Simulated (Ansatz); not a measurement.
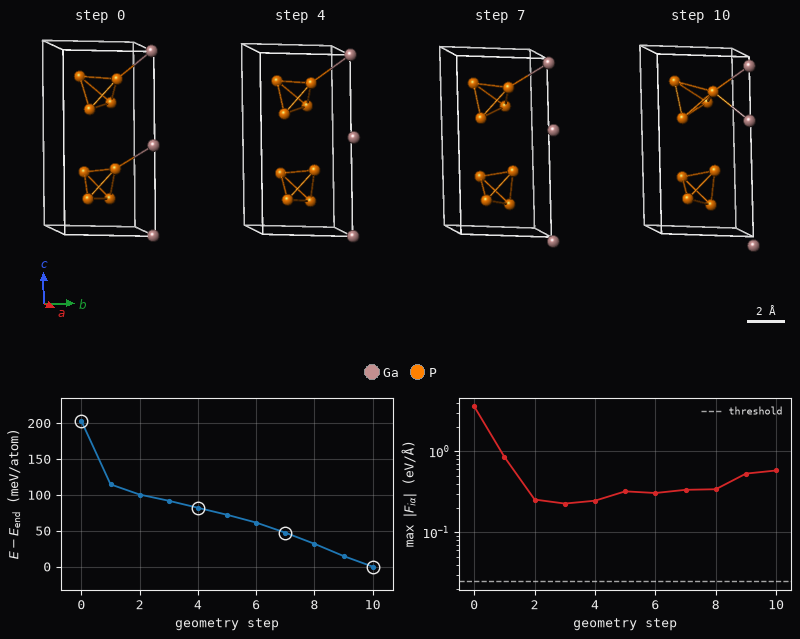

Frames of a relaxation of solid GaP₄ (a generated structure, set up in P1) (coarse preliminary run), marked on the history of the run. The picture is a ball-and-stick view of the cell of the calculation, reduced to other axes, seen slightly off an axis. Lengths and directions refer to the drawn axes.

Level of theory: DFT PBE, scalar-relativistic, plane waves, PAW (Ansatz 0.2.0). Set-up: plane-wave cutoff 420 eV; k-point mesh 4 × 4 × 2; occupations gaussian; smearing width 0.2 eV; no spin polarisation; cell and atoms relaxed; force threshold 0.025 eV/Å; at most 60 steps.

What happens along the run?

The run was cut off at its time limit before the relaxation converged, so the last structure is only a point on the way. The largest move relative to the cell is that of a Ga atom, 1.52 Å along +c. By element the largest moves are Ga 1.52 Å, P 0.64 Å. Cell: a 5.057 → 5.242 Å (+3.7 %), b 5.167 → 5.293 Å (+2.4 %), c 10.171 → 9.913 Å (−2.5 %), α 92.6° → 94.5°, β 92.3° → 90.8°, γ 92.0° → 96.9°. Volume +2.7 %. Near-neighbour distances that change, for instance: Ga–P 4.274 → 2.641 Å, Ga–P 4.036 → 2.818 Å, Ga–P 2.790 → 3.783 Å, Ga–P 3.234 → 2.757 Å. New bonds form, among them: Ga–P (4.27 → 2.64 Å). Among the angles between lasting bonds that change: Ga–P–P 149.5° → 172.2°, Ga–P–P 144.4° → 124.9°, Ga–P–P 142.4° → 133.3°. The space group stays P1 (No. 1). The energy falls by 203 meV per atom in 10 geometry steps. Largest force component: 3.6 eV/Å at the start, 0.58 eV/Å at the end. Pressure: 4.36 GPa at the start and 0.15 GPa at the end. Cost: 6.5 min on 1 thread of Intel(R) Xeon(R) Processor @ 2.50GHz (Skylake/Cascade Lake), with other jobs on the host, peak memory 0.53 GiB. From step 0 to 4: a Ga atom moves most (0.61 Å), volume −1.7 %, energy −121 meV per atom. From step 4 to 7: a Ga atom moves most (0.54 Å), volume −0.4 %, energy −34.7 meV per atom. From step 7 to 10: a Ga atom moves most (0.58 Å), volume +4.9 %, energy −47.4 meV per atom.

```json
{"step": "0", "E − E(0), meV/atom": "0.00", "largest force component, eV/Å": "3.5945", "pressure, GPa": "4.36", "volume, Å³/atom": "26.511"}
{"step": "1", "E − E(0), meV/atom": "-88.27", "largest force component, eV/Å": "0.8554", "pressure, GPa": "0.75", "volume, Å³/atom": "26.729"}
{"step": "2", "E − E(0), meV/atom": "-102.49", "largest force component, eV/Å": "0.2550", "pressure, GPa": "0.05", "volume, Å³/atom": "26.644"}
{"step": "3", "E − E(0), meV/atom": "-111.13", "largest force component, eV/Å": "0.2275", "pressure, GPa": "-0.16", "volume, Å³/atom": "26.348"}
{"step": "4", "E − E(0), meV/atom": "-120.91", "largest force component, eV/Å": "0.2468", "pressure, GPa": "-0.13", "volume, Å³/atom": "26.057"}
{"step": "5", "E − E(0), meV/atom": "-130.68", "largest force component, eV/Å": "0.3220", "pressure, GPa": "0.00", "volume, Å³/atom": "25.798"}
{"step": "6", "E − E(0), meV/atom": "-141.53", "largest force component, eV/Å": "0.3072", "pressure, GPa": "0.24", "volume, Å³/atom": "25.741"}
{"step": "7", "E − E(0), meV/atom": "-155.61", "largest force component, eV/Å": "0.3363", "pressure, GPa": "0.34", "volume, Å³/atom": "25.954"}
{"step": "8", "E − E(0), meV/atom": "-171.12", "largest force component, eV/Å": "0.3418", "pressure, GPa": "0.25", "volume, Å³/atom": "26.351"}
{"step": "9", "E − E(0), meV/atom": "-188.19", "largest force component, eV/Å": "0.5332", "pressure, GPa": "0.17", "volume, Å³/atom": "26.770"}
{"step": "10", "E − E(0), meV/atom": "-202.99", "largest force component, eV/Å": "0.5828", "pressure, GPa": "0.15", "volume, Å³/atom": "27.213"}
```

Limits of the set-up: layers or molecules are held without a dispersion correction, so their spacing is unreliable.
